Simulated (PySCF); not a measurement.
## Electronic structure of C$_{4}$H$_{12}$AlNS in real space

```yaml
atoms:
  - { symbol: C, position_ang: [-2.0647, 1.5073, 0.1522] }
  - { symbol: C, position_ang: [-2.1660, -0.0063, 0.1193] }
  - { symbol: N, position_ang: [-0.8405, -0.5978, 0.0929] }
  - { symbol: C, position_ang: [-0.8877, -2.0541, 0.0427] }
  - { symbol: Al, position_ang: [0.7386, 0.2529, 0.1148] }
  - { symbol: S, position_ang: [2.5813, -0.9583, 0.0348] }
  - { symbol: C, position_ang: [3.7884, 0.4182, 0.0321] }
  - { symbol: H, position_ang: [-1.5278, 1.8191, 1.0478] }
  - { symbol: H, position_ang: [-3.0514, 1.9642, 0.1485] }
  - { symbol: H, position_ang: [-1.5060, 1.8531, -0.7178] }
  - { symbol: H, position_ang: [-2.7186, -0.3624, 1.0020] }
  - { symbol: H, position_ang: [-2.7333, -0.3214, -0.7697] }
  - { symbol: H, position_ang: [0.1333, -2.4427, 0.0172] }
  - { symbol: H, position_ang: [-1.3978, -2.4641, 0.9219] }
  - { symbol: H, position_ang: [-1.4176, -2.4005, -0.8521] }
  - { symbol: H, position_ang: [0.9797, 1.7671, 0.1897] }
  - { symbol: H, position_ang: [4.3399, 0.3858, -0.9025] }
  - { symbol: H, position_ang: [3.2735, 1.3767, 0.1318] }
  - { symbol: H, position_ang: [4.4669, 0.2726, 0.8666] }
```

Geometry: GFN2-xTB.

The calculation used PBE0/def2-SVPD, SCF density, gas phase in PySCF.

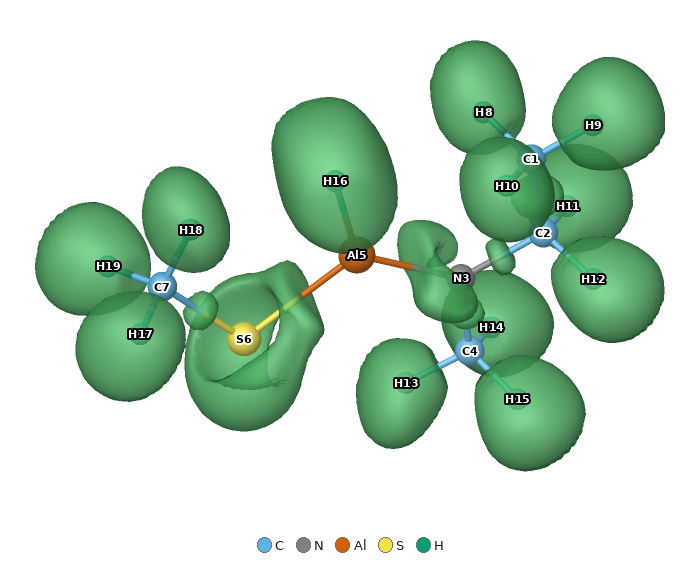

Figure 1. Isosurface of the electron localisation function at 0.85 (green), seen at an oblique angle. Only the valence region is drawn (cores and ρ < 0.01 e/Å³ removed).

Identify the bonds, lone pairs and shells in this picture.

Answer. The surface consists of one region between bonded C–C atoms (shared pairs), two regions between bonded C–N atoms (shared pairs), one region between bonded C–S atoms (shared pairs), twelve regions around hydrogen nuclei, one lobe of the valence shell of N pointing towards Al and one region on S in which the atom's valence shell and bonds are merged.


C–N (1.45 Å): the ELF peaks at about 0.95 between the atoms; a shared electron pair. C–C (1.52 Å): the ELF peaks at about 0.95 between the atoms (a covalent bond).

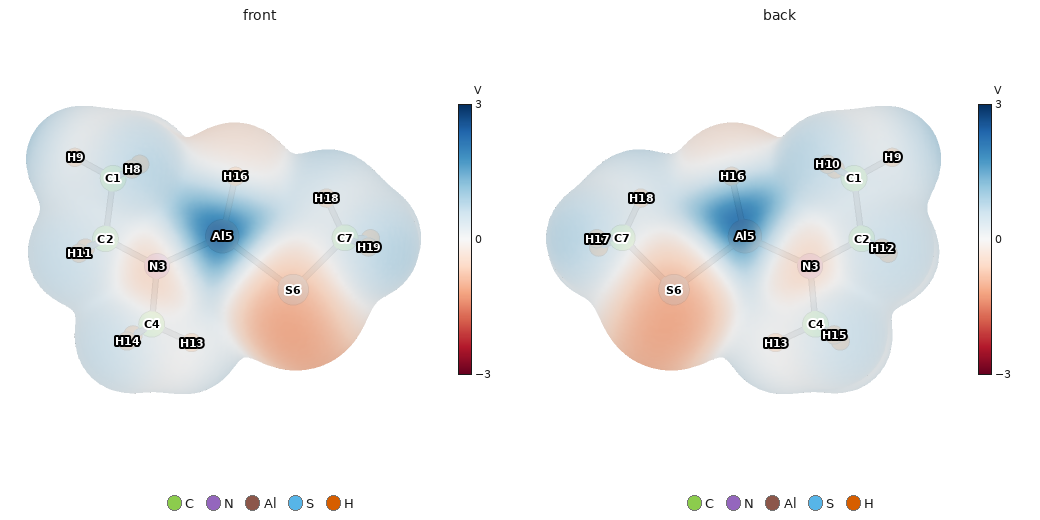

Figure 2. The molecular electrostatic potential painted on the density surface at 0.002 e/bohr³, seen from the front and from behind; the colour scale runs from red (negative) to blue (positive).

Where is the surface potential most negative and most positive?

Answer. The most negative region (about −1.1 V) lies over S6, the most positive (about +2.0 V) over Al5.

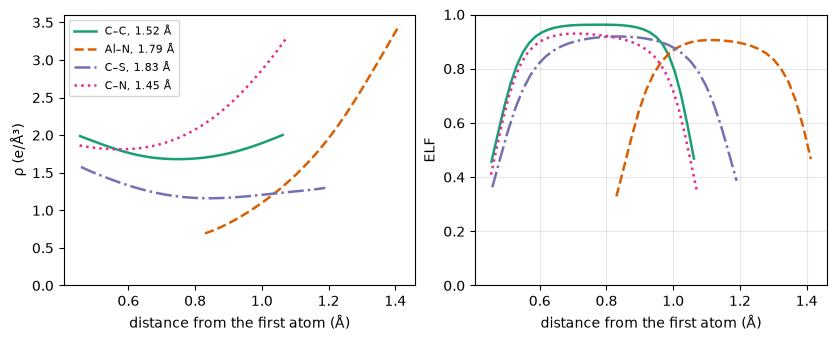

Figure 3. Electron density and electron localisation function along straight lines between neighbouring atoms. The curves leave out the atomic cores.

What can be read from the curves?

Answer. C–C (1.52 Å): ρ at the midpoint is about 1.7 e/Å³; the ELF peaks at about 0.95 between the atoms; a shared electron pair.
Al–N (1.79 Å): ρ is about 0.82 e/Å³ halfway; the ELF peaks at about 0.90 in the valence shell of N, 0.7 Å from its nucleus, and is about 0.65 at the midpoint.
C–S (1.83 Å): the density is about 1.2 e/Å³ at the midpoint; the ELF peaks at about 0.90 between the atoms; localised, covalent bonding.
C–N (1.45 Å): the density is about 1.9 e/Å³ at the midpoint; the ELF peaks at about 0.95 between the atoms, as expected for localised, covalent bonding.
